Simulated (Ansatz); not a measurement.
CH6Cl2O2Si2: molecular dynamics (part 2 of 2)

The same run, continued: CH6Cl2O2Si2; RKS PBE/STO-3G (Ansatz 0.2.0). It belongs to a series of runs on one base structure; here: dynamics from the last frame of an earlier run.

What the program printed, continued:
```
md step   127: t =    31.75 fs  T =   322.1 K  F+E_penalty+E_count = -45483.00702727 eV  E_kin = 0.458038 eV  conserved = -45482.54898967 eV  (22 SCF iters)
md step   128: t =    32.00 fs  T =   317.3 K  F+E_penalty+E_count = -45483.00022496 eV  E_kin = 0.451214 eV  conserved = -45482.54901142 eV  (22 SCF iters)
md step   129: t =    32.25 fs  T =   309.3 K  F+E_penalty+E_count = -45482.98880777 eV  E_kin = 0.439798 eV  conserved = -45482.54901025 eV  (22 SCF iters)
md step   130: t =    32.50 fs  T =   298.1 K  F+E_penalty+E_count = -45482.97286793 eV  E_kin = 0.423886 eV  conserved = -45482.54898144 eV  (22 SCF iters)
md step   131: t =    32.75 fs  T =   284.1 K  F+E_penalty+E_count = -45482.95292870 eV  E_kin = 0.404004 eV  conserved = -45482.54892461 eV  (22 SCF iters)
md step   132: t =    33.00 fs  T =   268.0 K  F+E_penalty+E_count = -45482.92995298 eV  E_kin = 0.381111 eV  conserved = -45482.54884188 eV  (22 SCF iters)
md step   133: t =    33.25 fs  T =   250.8 K  F+E_penalty+E_count = -45482.90530294 eV  E_kin = 0.356563 eV  conserved = -45482.54873947 eV  (22 SCF iters)
md step   134: t =    33.50 fs  T =   233.5 K  F+E_penalty+E_count = -45482.88063669 eV  E_kin = 0.332009 eV  conserved = -45482.54862792 eV  (22 SCF iters)
md step   135: t =    33.75 fs  T =   217.5 K  F+E_penalty+E_count = -45482.85774298 eV  E_kin = 0.309223 eV  conserved = -45482.54852028 eV  (22 SCF iters)
md step   136: t =    34.00 fs  T =   203.9 K  F+E_penalty+E_count = -45482.83833299 eV  E_kin = 0.289901 eV  conserved = -45482.54843163 eV  (22 SCF iters)
md step   137: t =    34.25 fs  T =   193.7 K  F+E_penalty+E_count = -45482.82381439 eV  E_kin = 0.275439 eV  conserved = -45482.54837500 eV  (22 SCF iters)
md step   138: t =    34.50 fs  T =   187.6 K  F+E_penalty+E_count = -45482.81509215 eV  E_kin = 0.266735 eV  conserved = -45482.54835763 eV  (22 SCF iters)
md step   139: t =    34.75 fs  T =   185.7 K  F+E_penalty+E_count = -45482.81244078 eV  E_kin = 0.264059 eV  conserved = -45482.54838168 eV  (22 SCF iters)
md step   140: t =    35.00 fs  T =   187.8 K  F+E_penalty+E_count = -45482.81547146 eV  E_kin = 0.267028 eV  conserved = -45482.54844379 eV  (22 SCF iters)
md step   141: t =    35.25 fs  T =   193.2 K  F+E_penalty+E_count = -45482.82320199 eV  E_kin = 0.274669 eV  conserved = -45482.54853278 eV  (22 SCF iters)
md step   142: t =    35.50 fs  T =   200.9 K  F+E_penalty+E_count = -45482.83422253 eV  E_kin = 0.285588 eV  conserved = -45482.54863418 eV  (25 SCF iters)
md step   143: t =    35.75 fs  T =   209.7 K  F+E_penalty+E_count = -45482.84691441 eV  E_kin = 0.298181 eV  conserved = -45482.54873345 eV  (22 SCF iters)
md step   144: t =    36.00 fs  T =   218.6 K  F+E_penalty+E_count = -45482.85967887 eV  E_kin = 0.310861 eV  conserved = -45482.54881784 eV  (22 SCF iters)
md step   145: t =    36.25 fs  T =   226.6 K  F+E_penalty+E_count = -45482.87113706 eV  E_kin = 0.322259 eV  conserved = -45482.54887821 eV  (22 SCF iters)
md step   146: t =    36.50 fs  T =   233.0 K  F+E_penalty+E_count = -45482.88027281 eV  E_kin = 0.331363 eV  conserved = -45482.54891001 eV  (22 SCF iters)
md step   147: t =    36.75 fs  T =   237.4 K  F+E_penalty+E_count = -45482.88650747 eV  E_kin = 0.337593 eV  conserved = -45482.54891432 eV  (22 SCF iters)
md step   148: t =    37.00 fs  T =   239.7 K  F+E_penalty+E_count = -45482.88970394 eV  E_kin = 0.340810 eV  conserved = -45482.54889370 eV  (22 SCF iters)
md step   149: t =    37.25 fs  T =   240.0 K  F+E_penalty+E_count = -45482.89012332 eV  E_kin = 0.341270 eV  conserved = -45482.54885360 eV  (22 SCF iters)
md step   150: t =    37.50 fs  T =   238.8 K  F+E_penalty+E_count = -45482.88834254 eV  E_kin = 0.339542 eV  conserved = -45482.54880052 eV  (22 SCF iters)
md step   151: t =    37.75 fs  T =   236.6 K  F+E_penalty+E_count = -45482.88515454 eV  E_kin = 0.336414 eV  conserved = -45482.54874079 eV  (21 SCF iters)
md step   152: t =    38.00 fs  T =   234.0 K  F+E_penalty+E_count = -45482.88146650 eV  E_kin = 0.332786 eV  conserved = -45482.54868088 eV  (22 SCF iters)
md step   153: t =    38.25 fs  T =   231.8 K  F+E_penalty+E_count = -45482.87820361 eV  E_kin = 0.329578 eV  conserved = -45482.54862529 eV  (22 SCF iters)
md step   154: t =    38.50 fs  T =   230.4 K  F+E_penalty+E_count = -45482.87623120 eV  E_kin = 0.327653 eV  conserved = -45482.54857808 eV  (22 SCF iters)
md step   155: t =    38.75 fs  T =   230.5 K  F+E_penalty+E_count = -45482.87629241 eV  E_kin = 0.327751 eV  conserved = -45482.54854161 eV  (22 SCF iters)
md step   156: t =    39.00 fs  T =   232.4 K  F+E_penalty+E_count = -45482.87896682 eV  E_kin = 0.330450 eV  conserved = -45482.54851713 eV  (22 SCF iters)
md step   157: t =    39.25 fs  T =   236.4 K  F+E_penalty+E_count = -45482.88464646 eV  E_kin = 0.336141 eV  conserved = -45482.54850512 eV  (22 SCF iters)
md step   158: t =    39.50 fs  T =   242.7 K  F+E_penalty+E_count = -45482.89352615 eV  E_kin = 0.345021 eV  conserved = -45482.54850483 eV  (22 SCF iters)
md step   159: t =    39.75 fs  T =   251.1 K  F+E_penalty+E_count = -45482.90560794 eV  E_kin = 0.357092 eV  conserved = -45482.54851642 eV  (22 SCF iters)
md step   160: t =    40.00 fs  T =   261.7 K  F+E_penalty+E_count = -45482.92070924 eV  E_kin = 0.372171 eV  conserved = -45482.54853844 eV  (22 SCF iters)
md step   161: t =    40.25 fs  T =   274.2 K  F+E_penalty+E_count = -45482.93848038 eV  E_kin = 0.389911 eV  conserved = -45482.54856960 eV  (22 SCF iters)
md step   162: t =    40.50 fs  T =   288.2 K  F+E_penalty+E_count = -45482.95842363 eV  E_kin = 0.409815 eV  conserved = -45482.54860881 eV  (22 SCF iters)
md step   163: t =    40.75 fs  T =   303.3 K  F+E_penalty+E_count = -45482.97991397 eV  E_kin = 0.431259 eV  conserved = -45482.54865462 eV  (22 SCF iters)
md step   164: t =    41.00 fs  T =   319.0 K  F+E_penalty+E_count = -45483.00222335 eV  E_kin = 0.453518 eV  conserved = -45482.54870540 eV  (22 SCF iters)
md step   165: t =    41.25 fs  T =   334.6 K  F+E_penalty+E_count = -45483.02454887 eV  E_kin = 0.475790 eV  conserved = -45482.54875912 eV  (26 SCF iters)
these checks for a lower state are left out or cut short: starts, cluster_reference, orbital_swaps, neighbouring_geometries, increment
774 factors; integrals over basis functions are off by at most 1.4e-5 eV
mean field -45483.04604741 eV, -1671.4711127263 hartree, gradient 1.8e-5 eV, S^2 0.000000; 0 other end points of the search recorded, 0 dependent functions left out
the calculation of the forces begins
reference -45483.04607535 eV, -1671.4711137533 hartree; 45, 45 occupied and 12, 12 virtual orbitals, 774 factors
774 factors; integrals over basis functions are off by at most 1.4e-5 eV
mean field -45483.04604741 eV, -1671.4711127263 hartree, gradient 1.8e-5 eV, S^2 0.000000; 1 other end points of the search recorded, 0 dependent functions left out
the calculation of the forces begins
reference -45483.04607535 eV, -1671.4711137533 hartree; 45, 45 occupied and 12, 12 virtual orbitals, 774 factors
md step   166: t =    41.50 fs  T =   349.7 K  F+E_penalty+E_count = -45483.04604741 eV  E_kin = 0.497234 eV  conserved = -45482.54881317 eV  (26 SCF iters)
```

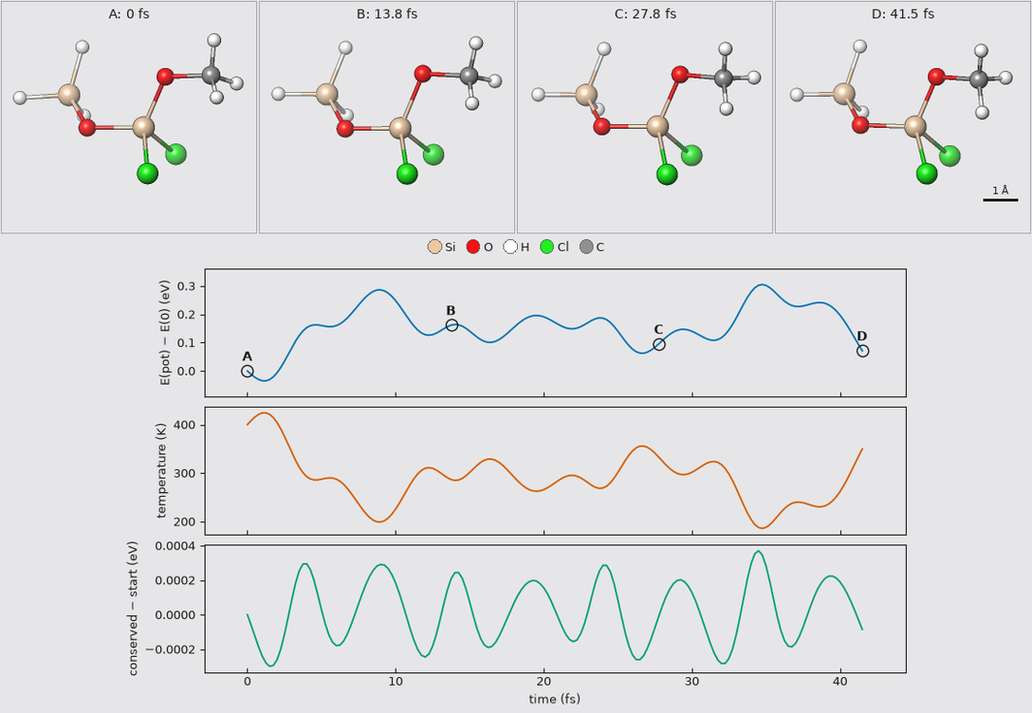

Frames of the molecular dynamics (ball-and-stick, seen at a tilt) above the curves, on which the letters mark them. The trajectory kept here has 167 frames over 41.5 fs. The temperature starts at 400 K, ranges from 186 to 424 K and averages 279 K over the second half. The potential energy ends 0.071 eV above its first value. The conserved quantity stays within 0.00067 eV. After an unweighted best fit of the last frame on the first, the root-mean-square displacement is 0.23 Å, and H12 has moved furthest (0.46 Å).

```
Total energy: -45483.04607535 eV, -1671.4711137533 hartree
Atom 0 at    -0.529039    -0.048647     0.280311 Å, force     1.223517    -1.802312    -0.825943 eV/Å
Atom 1 at     0.055232    -0.259658     1.819105 Å, force    -0.148689    -0.004573     0.249565 eV/Å
Atom 2 at    -1.170151    -0.484155     3.030789 Å, force    -0.900492     1.068097    -0.450701 eV/Å
Atom 3 at    -1.960110    -1.688873     2.771299 Å, force     0.207765    -0.053316     0.212151 eV/Å
Atom 4 at    -0.363794    -0.460069     4.205777 Å, force     0.197068    -0.313070     0.838333 eV/Å
Atom 5 at    -2.124233     0.680044     3.075992 Å, force     0.639004    -0.725817    -0.085707 eV/Å
Atom 6 at     1.184306    -0.044909    -1.043586 Å, force    -0.413782     0.135082     0.453811 eV/Å
Atom 7 at    -1.476996     1.297299     0.147819 Å, force    -0.094826     1.575147     0.069958 eV/Å
Atom 8 at    -1.510005     1.797168    -1.244632 Å, force    -0.166064    -0.635235    -0.732132 eV/Å
Atom 9 at    -2.459256     1.364065    -1.673130 Å, force     0.359751     0.549836    -0.386558 eV/Å
Atom 10 at    -1.542655     2.920544    -1.243635 Å, force    -0.062773    -0.408956     0.065165 eV/Å
Atom 11 at    -0.616363     1.433984    -1.868637 Å, force    -0.850814     0.537708     0.531088 eV/Å
Atom 12 at    -1.668955    -1.755811    -0.380759 Å, force     0.010334     0.077408     0.060968 eV/Å
Dipole moment:    -0.305212     0.475345     0.494240 e Å
```

Trajectory as extended XYZ (Å, eV, eV/Å), 8 of the 167 frames kept, from step=0 to step=166:
```
13
Properties=species:S:1:pos:R:3:forces:R:3 step=0 time_fs=0.0 energy=-45483.11747 temperature=400.0
Si   -0.5208   -0.0473    0.1957    0.2896  -0.7945   1.3170
O     0.0631   -0.3625    1.7839   -0.3944   0.8731  -1.2743
Si   -1.1137   -0.4988    3.0387   -0.2812  -0.2038   0.8790
H    -1.8471   -1.7688    2.8461    0.0790   0.4329   0.1695
H    -0.2716   -0.5615    4.2540   -0.3942  -0.0114  -0.4134
H    -2.0659    0.6407    3.1764    0.4358  -0.4723  -0.2510
Cl    1.2581   -0.0654   -0.9120    0.3228   0.1098  -0.4608
O    -1.4202    1.3821    0.0346    0.2800  -0.2162   0.9472
C    -1.7596    1.8162   -1.3123    1.5613  -0.0899  -1.0908
H    -2.5194    1.1664   -1.8132    0.0360  -0.0048  -0.0320
H    -2.1733    2.8139   -1.1300   -0.4876   0.7243  -0.3650
H    -0.8289    1.9333   -2.0074   -1.2883  -0.2563   0.8691
Cl   -1.7204   -1.7224   -0.3633   -0.1589  -0.0906  -0.2945
13
Properties=species:S:1:pos:R:3:forces:R:3 step=24 time_fs=6.0 energy=-45482.95759 temperature=287.4
Si   -0.5051   -0.0623    0.2015   -0.6111   0.5282   1.3173
O     0.0874   -0.3753    1.7787   -0.5932   0.9802  -0.4722
Si   -1.1258   -0.4941    3.0501    0.4081  -0.2103  -1.2379
H    -1.8065   -1.7115    2.6627   -0.3689  -0.3421   0.5401
H    -0.3602   -0.5140    4.2579    0.2945  -0.2790   0.5637
H    -2.0781    0.5867    3.1443   -0.2238   0.4005  -0.1549
Cl    1.2460   -0.0677   -0.9256    0.5217   0.1344  -0.5963
O    -1.4841    1.3926    0.0580    1.4849  -0.2939   0.8346
C    -1.7076    1.8445   -1.3190   -1.6911   0.0748  -0.6143
H    -2.5370    1.1934   -1.6974    0.1622   0.1206  -0.6634
H    -2.1353    2.8935   -1.3270    0.3925  -0.5255   0.5317
H    -0.8816    1.8565   -2.0653    0.4736  -0.3376   0.3095
Cl   -1.7083   -1.7226   -0.3594   -0.2494  -0.2504  -0.3578
13
Properties=species:S:1:pos:R:3:forces:R:3 step=47 time_fs=11.8 energy=-45482.98347 temperature=305.6
Si   -0.4967   -0.0714    0.2213   -1.1553   1.1529   0.3452
O     0.0987   -0.3684    1.7649   -0.6441   0.6133   0.8799
Si   -1.1338   -0.4921    3.0506    0.4560  -0.2640  -0.5603
H    -1.8532   -1.7156    2.6572    0.0521   0.1372   0.6016
H    -0.4029   -0.5449    4.3507   -0.3713  -0.0903  -0.8062
H    -2.1123    0.6082    3.0602    0.3318  -0.0635  -0.0233
Cl    1.2390   -0.0687   -0.9438    0.3979   0.1572  -0.4975
O    -1.5180    1.3968    0.0952    1.2510  -0.2983  -0.4959
C    -1.6917    1.8628   -1.3387   -0.4175  -1.5211   0.2723
H    -2.5179    1.2468   -1.7716   -0.0669   0.1110  -0.2077
H    -2.0278    2.9193   -1.3812    0.2131   0.1590   0.4562
H    -0.8174    1.7159   -2.0203    0.1989   0.1988   0.3709
Cl   -1.6988   -1.7251   -0.3588   -0.2457  -0.2923  -0.3351
13
Properties=species:S:1:pos:R:3:forces:R:3 step=71 time_fs=17.8 energy=-45482.97504 temperature=299.8
Si   -0.5013   -0.0677    0.2461   -1.1303   1.0302  -0.6348
O     0.0974   -0.3486    1.7680   -0.4620   0.1220   1.4504
Si   -1.1375   -0.4927    3.0410   -0.2632   0.0265  -1.4942
H    -1.9061   -1.7068    2.8272   -0.0621  -0.1412  -0.0694
H    -0.5000   -0.6077    4.3044    0.6452   0.1626   0.7152
H    -2.0682    0.6366    2.9699    0.1918   0.0070   0.1433
Cl    1.2352   -0.0682   -0.9674   -0.0119   0.2032  -0.1655
O    -1.5279    1.3942    0.1247    0.4468  -0.6043  -1.1910
C    -1.6874    1.8480   -1.3504    2.4290  -1.3563   0.9970
H    -2.5096    1.3385   -1.9165    0.0174   0.0307   0.3722
H    -1.8452    2.9452   -1.3033   -0.1213   0.0543  -0.1149
H    -0.6727    1.6083   -1.8658   -1.5191   0.6663   0.2140
Cl   -1.6912   -1.7304   -0.3614   -0.1603  -0.2012  -0.2224
13
Properties=species:S:1:pos:R:3:forces:R:3 step=95 time_fs=23.8 energy=-45482.93012 temperature=268.4
Si   -0.5188   -0.0521    0.2639   -0.1323   0.1373  -0.7477
O     0.0863   -0.3255    1.7991   -0.1202  -0.0810   0.2375
Si   -1.1419   -0.4953    3.0194    0.1766  -0.3936   1.3542
H    -1.9637   -1.7141    2.9847    0.1223   0.2164  -0.4919
H    -0.4616   -0.6079    4.3439   -0.1390   0.3976  -0.8667
H    -1.9786    0.6891    2.9221   -0.2144   0.0895   0.1993
Cl    1.2312   -0.0657   -0.9926   -0.4916   0.2387   0.2673
O    -1.5271    1.3787    0.1305    0.1753  -0.7172  -0.7438
C    -1.6447    1.8084   -1.3238   -0.7458   1.6671   2.1320
H    -2.4975    1.4356   -1.9412   -0.0131  -0.3246   0.5015
H    -1.6924    2.9329   -1.2483   -0.4894  -0.4789  -0.1812
H    -0.7148    1.6308   -1.7949    1.9329  -0.7260  -1.5870
Cl   -1.6852   -1.7376   -0.3661   -0.0613  -0.0252  -0.0736
13
Properties=species:S:1:pos:R:3:forces:R:3 step=119 time_fs=29.8 energy=-45482.97281 temperature=298.4
Si   -0.5378   -0.0351    0.2732    1.1156  -1.0806  -0.2909
O     0.0726   -0.3036    1.8344    0.2161   0.0034  -1.4776
Si   -1.1464   -0.5000    3.0093   -1.0897   1.1606   0.6674
H    -1.9953   -1.6800    2.9890   -0.0198  -0.1602  -0.3577
H    -0.4094   -0.4964    4.2253    0.4138  -0.0727   0.8039
H    -1.9487    0.7472    2.9401   -0.0223  -0.6033   0.1631
Cl    1.2226   -0.0609   -1.0152   -0.7797   0.2444   0.5673
O    -1.5212    1.3487    0.1215    0.5088  -0.2463   0.5074
C    -1.5815    1.7923   -1.2643    1.0166   0.0424  -2.3922
H    -2.4940    1.4261   -1.8082    0.1633  -0.2812   0.2463
H    -1.6784    2.8898   -1.2404    0.0457   0.5744   0.0466
H    -0.6451    1.5500   -1.9527   -1.5773   0.2861   1.4719
Cl   -1.6798   -1.7450   -0.3715    0.0088   0.1329   0.0447
13
Properties=species:S:1:pos:R:3:forces:R:3 step=142 time_fs=35.5 energy=-45482.83422 temperature=200.9
Si   -0.5437   -0.0308    0.2782    1.8347  -1.9206  -0.1973
O     0.0631   -0.2827    1.8414    0.1182   0.0680  -1.5656
Si   -1.1588   -0.4950    3.0112    0.5522   0.1676   1.8587
H    -2.0151   -1.6764    2.8818    0.2553  -0.0294   0.0115
H    -0.3068   -0.4098    4.2323   -0.7368  -0.4738  -0.4157
H    -1.9676    0.6860    3.0071   -0.6794   0.5034  -0.0038
Cl    1.2074   -0.0541   -1.0319   -0.7853   0.2211   0.6212
O    -1.5056    1.3158    0.1223    0.6652   0.7428   1.3740
C    -1.5195    1.7935   -1.2442   -3.1681   0.7076   0.0053
H    -2.4619    1.3457   -1.6315   -0.2081   0.3348  -0.8162
H    -1.6562    2.9047   -1.2324    0.3458  -0.2240  -0.0947
H    -0.7402    1.4742   -1.9033    1.7863  -0.2660  -0.8601
Cl   -1.6746   -1.7510   -0.3764    0.0200   0.1684   0.0828
13
Properties=species:S:1:pos:R:3:forces:R:3 step=166 time_fs=41.5 energy=-45483.04605 temperature=349.7
Si   -0.5290   -0.0486    0.2803    1.2235  -1.8023  -0.8259
O     0.0552   -0.2597    1.8191   -0.1487  -0.0046   0.2496
Si   -1.1702   -0.4842    3.0308   -0.9005   1.0681  -0.4507
H    -1.9601   -1.6889    2.7713    0.2078  -0.0533   0.2122
H    -0.3638   -0.4601    4.2058    0.1971  -0.3131   0.8383
H    -2.1242    0.6800    3.0760    0.6390  -0.7258  -0.0857
Cl    1.1843   -0.0449   -1.0436   -0.4138   0.1351   0.4538
O    -1.4770    1.2973    0.1478   -0.0948   1.5751   0.0700
C    -1.5100    1.7972   -1.2446   -0.1661  -0.6352  -0.7321
H    -2.4593    1.3641   -1.6731    0.3598   0.5498  -0.3866
H    -1.5427    2.9205   -1.2436   -0.0628  -0.4090   0.0652
H    -0.6164    1.4340   -1.8686   -0.8508   0.5377   0.5311
Cl   -1.6690   -1.7558   -0.3808    0.0103   0.0774   0.0610
```

This output came from the following input.

Input:
```yaml
crystal:
  periodic: [false, false, false]
  atoms:
    - { symbol: Si, position_ang: [-0.520843, -0.047295, 0.195693] }
    - { symbol: O, position_ang: [0.063125, -0.362477, 1.783928] }
    - { symbol: Si, position_ang: [-1.113664, -0.498761, 3.038714] }
    - { symbol: H, position_ang: [-1.847065, -1.768782, 2.846092] }
    - { symbol: H, position_ang: [-0.271568, -0.561508, 4.254022] }
    - { symbol: H, position_ang: [-2.065877, 0.640681, 3.176447] }
    - { symbol: Cl, position_ang: [1.258084, -0.065434, -0.912025] }
    - { symbol: O, position_ang: [-1.420201, 1.382064, 0.034583] }
    - { symbol: C, position_ang: [-1.759566, 1.816189, -1.312308] }
    - { symbol: H, position_ang: [-2.5194, 1.166393, -1.813237] }
    - { symbol: H, position_ang: [-2.173315, 2.81387, -1.130007] }
    - { symbol: H, position_ang: [-0.828867, 1.933295, -2.007449] }
    - { symbol: Cl, position_ang: [-1.720428, -1.722351, -0.363307] }
basis:
  gaussian: { orbitals: STO-3G }
hamiltonian:
  xc: pbe
md:
  timestep: 0.25
  n_steps: 166
  ensemble: nve
  temperature: 400.0
  initial_velocities: maxwell_boltzmann
  seed: 591528
```

Command:
```bash
ansatz run input.yaml --threads 1 --pin off --max-ram 2048MiB --backend cpu --events-out ev --progress --plain --runs-dir out
```

Results in brief:

| quantity | value |
| --- | --- |
| outcome | finished |
| mean temperature over the second half | 279 K |
| trajectory | 166 steps, 41.5 fs |
| ensemble | nve |
| temperature in the input | 400.0 K |
| time step | 0.25 fs |
| potential energy (last step) | −45483.0461 eV |
| mean-field energy (last step) | −45483.0461 eV |
| largest force (length of the vector) (last step) | 2.330 eV/Å |
| hardware | 1 thread of Intel Xeon (Granite Rapids), 144 GiB of memory available, shared host |
| wall time | 6.2 min |
| peak memory | 0.12 GiB |

So short a trajectory is not equilibrated.
